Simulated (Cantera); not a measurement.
A closed system holds: 1 mol Si3N4, 0.0026 mol O2, 280 mol N2, 0.057 mol N2O, equilibrated at 0.0548 Torr.

Cantera equilibrium calculation (NASA polynomials, part measured and part estimated; ideal gas, pure solids and liquids). Candidate condensed phases: Si, SiO2, Si2N2O, Si3N4; 16 gas species. The tables' values for SiN are old estimates; treat these amounts as uncertain. The numbers say what is thermodynamically allowed, not how fast it happens.

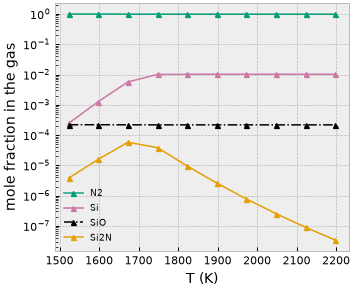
Figure: Equilibrium gas composition (values under 1e-9 drawn at 1e-9)

Task: Read off the mole fractions at 1748 K.

Result: N2 about 0.99, Si about 0.010, SiO about 0.00022, Si2N about 3.9e-5.
